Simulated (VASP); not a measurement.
**Single-point calculation, with input and output: Ir$_{16}$Se (part 2 of 3)**

The same run, continued: Ir$_{16}$Se (slab, 17 atoms in the cell); Kohn-Sham DFT of a periodic cell, PBE, VASP PAW PBE potentials, recommended, no spin polarisation (VASP 6.6.1); cutoff 520 eV, 5×4×1 k-mesh, Gaussian smearing of 0.1 eV. The structure derives from an entry of the Crystallography Open Database. It belongs to a series of runs on one base structure; here: Se at 1/8 of the diagonal of the surface cell, 4.37 A above the top plane.

Geometry of the input (Å; fractional positions):
```
5.4739  0.0000  0.0000
0.0000  7.7413  0.0000
0.0000  0.0000  20.9602
Ir 0.2500  0.2500  0.1908
Ir 0.2500  0.7500  0.1908
Ir 0.7500  0.2500  0.1908
Ir 0.7500  0.7500  0.1908
Ir 0.0000  0.0000  0.2561
Ir 0.0000  0.5000  0.2561
Ir 0.5000  0.0000  0.2561
Ir 0.5000  0.5000  0.2561
Ir 0.2500  0.2500  0.3207
Ir 0.2500  0.7500  0.3207
Ir 0.7500  0.2500  0.3207
Ir 0.7500  0.7500  0.3207
Ir 0.0000  0.0000  0.3798
Ir 0.0000  0.5000  0.3798
Ir 0.5000  0.0000  0.3798
Ir 0.5000  0.5000  0.3798
Se 0.0625  0.0625  0.5883
```

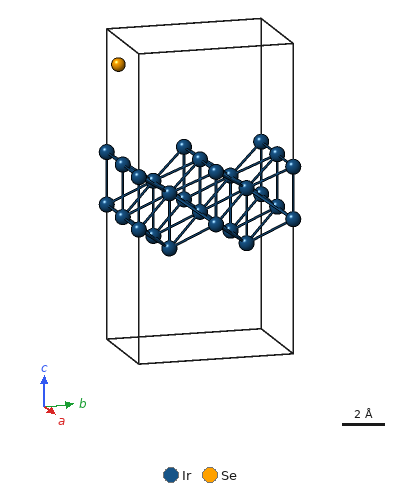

**Figure 1.** The structure as given in the input (ball-and-stick view of the cell of the calculation, with the vacuum cut short, seen slightly off an axis).

Parts of OUTCAR, continued:
```
   k-points           NKPTS =     11   k-points in BZ     NKDIM =     11   number of bands    NBANDS=     89
   number of dos      NEDOS =    301   number of ions     NIONS =     17
   total plane-waves  NPLWV = 403200
   dimension x,y,z NGX =    42 NGY =   60 NGZ =  160
   dimension x,y,z NGXF=    84 NGYF=  120 NGZF=  320
   ions per type =              16   1
   NGX,Y,Z   is equivalent  to a cutoff of  12.76, 12.89, 12.69 a.u.
   NGXF,Y,Z  is equivalent  to a cutoff of  25.51, 25.77, 25.38 a.u.
 SYSTEM =  unknown system
   PREC   = accura    normal or accurate (medium, high low for compatibility)
   ISTART =      0    job   : 0-new  1-cont  2-samecut
   ICHARG =      2    charge: 1-file 2-atom 10-const
   ISPIN  =      1    spin polarized calculation?
   LNONCOLLINEAR =      F non collinear calculations
   LSORBIT =      F    spin-orbit coupling
   LASPH  =      T    aspherical Exc in radial PAW
   ENCUT  =  520.0 eV  38.22 Ry    6.18 a.u.  10.18 14.39 38.97*2*pi/ulx,y,z
   NELM   =    100;   NELMIN=  2; NELMDL= -5     # of ELM steps
   EDIFF  = 0.1E-06   stopping-criterion for ELM
   LREAL  =      T    real-space projection
   EDIFFG = 0.1E-05   stopping-criterion for IOM
   NSW    =      0    number of steps for IOM
   IBRION =     -1    ionic relax: 0-MD 1-quasi-New 2-CG
   NFREE  =      0    steps in history (QN), initial steepest desc. (CG)
   ISIF   =      2    stress and relaxation
   ISYM   =      2    0-nonsym 1-usesym 2-fastsym
   POTIM  = 0.5000    time-step for ionic-motion
   TEBEG  =    0.0;   TEEND  =   0.0 temperature during run
   PSTRESS=    0.0 pullay stress
   NELECT =     150.0000    total number of electrons
   NUPDOWN=      -1.0000    fix difference up-down
   EMIN   =  10.00;   EMAX   =-10.00  energy-range for DOS
   EFERMI =   0.00;   METHOD = LEGACY
   ISMEAR =     0;   SIGMA  =   0.10  broadening in eV -4-tet -1-fermi 0-gaus
   EFERMI_NEDOS =   21; number of points for ismear=-14 and -15
   IALGO  =     68    algorithm
   IMIX   =      4    mixing-type and parameters
     AMIX     =   0.40;   BMIX     =  1.00
     AMIX_MAG =   1.60;   BMIX_MAG =  1.00
  volume/ion in A,a.u.               =      52.25       352.58
  Fermi-wavevector in a.u.,A,eV,Ry     =   0.904903  1.710019 11.141122  0.818849
  Thomas-Fermi vector in A             =   2.028406
   LORBIT       =      0    0 simple, 1 ext, 2 COOP (PROOUT), +10 PAW based schemes
   GGA     = PE    functional components
   LHFCALC =     F    Hartree Fock is set to
   AEXX    =    0.0000 exact exchange contribution
   IVDW    =     0    specifies the selected vdW correction
   LEPSILON=     F    determine dielectric tensor
   LRPA    =     F    only Hartree local field effects (RPA)
 non-spin polarized calculation
 RMM-DIIS sequential band-by-band and
 Gauss-broadening in eV      SIGMA  =   0.10
  energy-cutoff  :      520.00
  volume of cell :      888.20
 maximum number of plane-waves:     23953
 NGX is ok and might be reduce to    42
   NGX = 21   NGY = 29   NGZ = 77

 dipolmoment           0.000000      0.000000     -0.018672 electrons x Angstroem

 number of electron     149.9999981 magnetization

 dipolmoment           0.000000      0.000000      0.310851 electrons x Angstroem

 Free energy of the ion-electron system (eV)
  ---------------------------------------------------
  ext. energy  EPLUGINS =         0.00000000
  ---------------------------------------------------
  free energy    TOTEN  =      -125.77736958 eV

  energy without entropy =     -125.52472607  energy(sigma->0) =     -125.65104782

 E-fermi :  -1.3021     XC(G=0):  -5.1709     alpha+bet : -4.2377

 val. band max:       -1.3077641635   @ k =   0.2000   0.5000   0.0000
 cond. band min:      -1.2965687465   @ k =   0.2000   0.5000   0.0000
 fundamental gap:      0.0111954170
 Fermi energy:        -1.3020876090

 k-point     1 :       0.0000    0.0000    0.0000
  band No.  band energies     occupation
      1     -12.0580      2.00000
      2     -10.8490      2.00000
      3      -8.8476      2.00000
      4      -8.6954      2.00000
      5      -8.2920      2.00000
      6      -8.2184      2.00000
      7      -8.0917      2.00000
      8      -8.0500      2.00000
      9      -7.9902      2.00000
     10      -7.9347      2.00000
     11      -7.7674      2.00000
     12      -7.6528      2.00000
     13      -7.5121      2.00000
     14      -7.4156      2.00000
     15      -6.9471      2.00000
     16      -6.6993      2.00000
     17      -6.6251      2.00000
     18      -6.3123      2.00000
     19      -6.1104      2.00000
     20      -6.0181      2.00000
     21      -5.7830      2.00000
     22      -5.7500      2.00000
     23      -5.7052      2.00000
     24      -5.6580      2.00000
     25      -5.5256      2.00000
     26      -5.4778      2.00000
     27      -5.4558      2.00000
     28      -5.3731      2.00000
     29      -5.3034      2.00000
     30      -5.2326      2.00000
     31      -5.2268      2.00000
     32      -5.1702      2.00000
     33      -5.1505      2.00000
     34      -4.9760      2.00000
     35      -4.9211      2.00000
     36      -4.6286      2.00000
     37      -4.5883      2.00000
     38      -4.4746      2.00000
     39      -4.4358      2.00000
     40      -4.4022      2.00000
     41      -4.3726      2.00000
     42      -4.3718      2.00000
     43      -4.2500      2.00000
     44      -4.0606      2.00000
     45      -3.9857      2.00000
     46      -3.8333      2.00000
     47      -3.7678      2.00000
     48      -3.1311      2.00000
     49      -2.9382      2.00000
     50      -2.8992      2.00000
     51      -2.8832      2.00000
     52      -2.8295      2.00000
     53      -2.8081      2.00000
     54      -2.6248      2.00000
     55      -2.5626      2.00000
     56      -2.5551      2.00000
     57      -2.4300      2.00000
     58      -2.4092      2.00000
     59      -2.2323      2.00000
     60      -2.0558      2.00000
     61      -2.0540      2.00000
     62      -2.0462      2.00000
     63      -1.9498      2.00000
     64      -1.7856      2.00000
     65      -1.6959      2.00000
     66      -1.6830      2.00000
     67      -1.6407      2.00000
     68      -1.4222      1.91048
     69      -1.3956      1.81387
     70      -1.3677      1.64648
     71      -1.3476      1.48023
     72      -1.3192      1.19080
     73      -1.2375      0.36101
     74      -0.9492      0.00000
     75      -0.9221      0.00000
     76      -0.9091      0.00000
     77      -0.9014      0.00000
     78      -0.7871      0.00000
     79      -0.7153      0.00000
     80      -0.5980      0.00000
     81      -0.5489      0.00000
     82      -0.5390      0.00000
     83      -0.5102      0.00000
     84      -0.4414      0.00000
     85      -0.4276      0.00000
     86      -0.4003      0.00000
     87      -0.3044      0.00000

 k-point     2 :       0.2000    0.0000    0.0000
  band No.  band energies     occupation
      1     -12.0554      2.00000
      2     -10.5725      2.00000
      3      -8.5566      2.00000
      4      -8.4082      2.00000
      5      -8.3726      2.00000
      6      -8.0199      2.00000
      7      -7.9683      2.00000
      8      -7.9086      2.00000
      9      -7.8140      2.00000
     10      -7.7739      2.00000
     11      -7.6152      2.00000
     12      -7.3845      2.00000
     13      -7.3517      2.00000
     14      -7.1630      2.00000
     15      -6.7739      2.00000
     16      -6.4838      2.00000
     17      -6.3899      2.00000
     18      -6.3403      2.00000
     19      -6.1752      2.00000
     20      -6.1091      2.00000
     21      -5.8630      2.00000
     22      -5.8432      2.00000
     23      -5.8159      2.00000
     24      -5.6558      2.00000
     25      -5.6177      2.00000
     26      -5.5944      2.00000
     27      -5.5934      2.00000
     28      -5.5063      2.00000
     29      -5.3735      2.00000
     30      -5.3440      2.00000
     31      -5.2008      2.00000
     32      -5.1532      2.00000
     33      -5.0612      2.00000
     34      -5.0269      2.00000
     35      -4.7233      2.00000
     36      -4.6427      2.00000
     37      -4.6117      2.00000
     38      -4.5185      2.00000
     39      -4.5103      2.00000
     40      -4.4380      2.00000
     41      -4.4283      2.00000
     42      -4.3930      2.00000
     43      -4.2152      2.00000
     44      -4.0553      2.00000
     45      -4.0283      2.00000
     46      -3.8009      2.00000
     47      -3.6204      2.00000
     48      -3.1780      2.00000
     49      -3.1623      2.00000
     50      -3.1206      2.00000
     51      -3.0146      2.00000
     52      -2.8492      2.00000
     53      -2.7632      2.00000
     54      -2.7509      2.00000
     55      -2.6023      2.00000
     56      -2.6020      2.00000
     57      -2.4330      2.00000
     58      -2.3150      2.00000
     59      -2.3062      2.00000
     60      -2.2875      2.00000
     61      -2.2242      2.00000
     62      -2.2031      2.00000
     63      -2.0327      2.00000
     64      -2.0146      2.00000
     65      -1.9530      2.00000
     66      -1.8485      2.00000
     67      -1.8250      2.00000
     68      -1.5587      1.99972
     69      -1.5362      1.99907
     70      -1.4797      1.98801
     71      -1.3464      1.46947
     72      -1.3215      1.21645
     73      -1.3108      1.09763
     74      -1.2821      0.77761
     75      -1.2621      0.57158
     76      -1.2351      0.34379
     77      -1.2346      0.33954
     78      -1.0751      0.00133
     79      -1.0505      0.00037
     80      -1.0455      0.00029
     81      -1.0138      0.00005
     82      -0.8726      0.00000
     83      -0.8502      0.00000
     84      -0.7234      0.00000
     85      -0.5763      0.00000
     86      -0.4437      0.00000
     87      -0.3984      0.00000

 k-point     3 :       0.4000    0.0000    0.0000
  band No.  band energies     occupation
      1     -12.0512      2.00000
      2      -9.8293      2.00000
      3      -8.9150      2.00000
      4      -7.8548      2.00000
      5      -7.7694      2.00000
      6      -7.7515      2.00000
      7      -7.7419      2.00000
      8      -7.6878      2.00000
      9      -7.5648      2.00000
     10      -7.1821      2.00000
     11      -6.9647      2.00000
     12      -6.9170      2.00000
     13      -6.8988      2.00000
     14      -6.8085      2.00000
     15      -6.5444      2.00000
     16      -6.5211      2.00000
     17      -6.4502      2.00000
     18      -6.3738      2.00000
     19      -6.3072      2.00000
     20      -6.2487      2.00000
     21      -6.0822      2.00000
     22      -6.0635      2.00000
     23      -6.0411      2.00000
     24      -5.9765      2.00000
     25      -5.9263      2.00000
     26      -5.7867      2.00000
     27      -5.6684      2.00000
     28      -5.3449      2.00000
     29      -5.1110      2.00000
     30      -5.1053      2.00000
     31      -5.0940      2.00000
     32      -4.9985      2.00000
     33      -4.7972      2.00000
     34      -4.7639      2.00000
     35      -4.6736      2.00000
     36      -4.6039      2.00000
     37      -4.5934      2.00000
     38      -4.5361      2.00000
     39      -4.4864      2.00000
     40      -4.3925      2.00000
     41      -4.3208      2.00000
     42      -4.3176      2.00000
     43      -4.1582      2.00000
     44      -4.1110      2.00000
     45      -3.9512      2.00000
     46      -3.7530      2.00000
     47      -3.6898      2.00000
     48      -3.6230      2.00000
     49      -3.6207      2.00000
     50      -3.4295      2.00000
     51      -3.3918      2.00000
     52      -3.2113      2.00000
     53      -3.2078      2.00000
     54      -3.1199      2.00000
     55      -3.0918      2.00000
     56      -3.0604      2.00000
     57      -2.9689      2.00000
     58      -2.9172      2.00000
     59      -2.8329      2.00000
     60      -2.7259      2.00000
     61      -2.6317      2.00000
     62      -2.4408      2.00000
     63      -2.3599      2.00000
     64      -2.2350      2.00000
     65      -2.0650      2.00000
     66      -2.0628      2.00000
     67      -1.9600      2.00000
     68      -1.9542      2.00000
     69      -1.9349      2.00000
     70      -1.8897      2.00000
     71      -1.7494      2.00000
     72      -1.6722      2.00000
     73      -1.6526      2.00000
     74      -1.4688      1.98164
     75      -1.4359      1.94154
     76      -1.4093      1.87046
     77      -1.4027      1.84507
     78      -1.3548      1.54387
     79      -1.3223      1.22482
     80      -1.2313      0.31705
     81      -1.2136      0.21097
     82      -1.1634      0.04989
     83      -0.9909      0.00001
     84      -0.9139      0.00000
     85      -0.7844      0.00000
     86      -0.6953      0.00000
     87      -0.6766      0.00000

 k-point     4 :       0.0000    0.2500    0.0000
  band No.  band energies     occupation
      1     -12.0580      2.00000
      2     -10.6591      2.00000
      3      -9.3982      2.00000
      4      -8.4576      2.00000
      5      -8.1688      2.00000
      6      -8.1430      2.00000
      7      -8.0865      2.00000
      8      -8.0500      2.00000
      9      -7.9325      2.00000
     10      -7.8982      2.00000
     11      -7.6895      2.00000
     12      -7.6511      2.00000
     13      -7.4767      2.00000
     14      -7.4275      2.00000
     15      -6.9323      2.00000
     16      -6.9121      2.00000
     17      -6.8675      2.00000
     18      -6.6835      2.00000
     19      -6.3660      2.00000
     20      -6.1514      2.00000
     21      -6.1264      2.00000
     22      -6.0517      2.00000
     23      -5.9649      2.00000
     24      -5.5127      2.00000
     25      -5.4909      2.00000
     26      -5.3712      2.00000
     27      -5.2870      2.00000
     28      -5.1930      2.00000
     29      -5.1648      2.00000
     30      -4.9455      2.00000
     31      -4.8904      2.00000
     32      -4.8376      2.00000
     33      -4.8247      2.00000
     34      -4.8016      2.00000
     35      -4.7108      2.00000
     36      -4.6088      2.00000
     37      -4.5826      2.00000
     38      -4.5285      2.00000
     39      -4.4279      2.00000
     40      -4.2850      2.00000
     41      -4.2811      2.00000
     42      -4.2364      2.00000
     43      -4.1530      2.00000
     44      -4.0567      2.00000
     45      -3.9418      2.00000
     46      -3.8648      2.00000
     47      -3.5927      2.00000
     48      -3.5585      2.00000
     49      -3.0680      2.00000
     50      -3.0167      2.00000
     51      -2.9771      2.00000
     52      -2.9189      2.00000
     53      -2.7708      2.00000
     54      -2.6245      2.00000
     55      -2.6179      2.00000
     56      -2.4668      2.00000
     57      -2.4521      2.00000
     58      -2.3530      2.00000
     59      -2.2465      2.00000
     60      -2.1434      2.00000
     61      -2.0616      2.00000
     62      -2.0242      2.00000
     63      -1.8374      2.00000
     64      -1.8290      2.00000
     65      -1.7881      2.00000
     66      -1.7866      2.00000
     67      -1.6893      2.00000
     68      -1.5816      1.99992
     69      -1.5201      1.99795
     70      -1.4542      1.96855
     71      -1.3762      1.70526
     72      -1.3539      1.53632
     73      -1.2407      0.38510
     74      -1.0846      0.00210
     75      -1.0672      0.00090
     76      -1.0169      0.00006
     77      -0.9706      0.00000
     78      -0.9562      0.00000
     79      -0.9546      0.00000
     80      -0.9402      0.00000
     81      -0.9030      0.00000
     82      -0.5732      0.00000
     83      -0.5437      0.00000
     84      -0.5131      0.00000
     85      -0.3933      0.00000
     86      -0.3244      0.00000
     87      -0.2714      0.00000
```
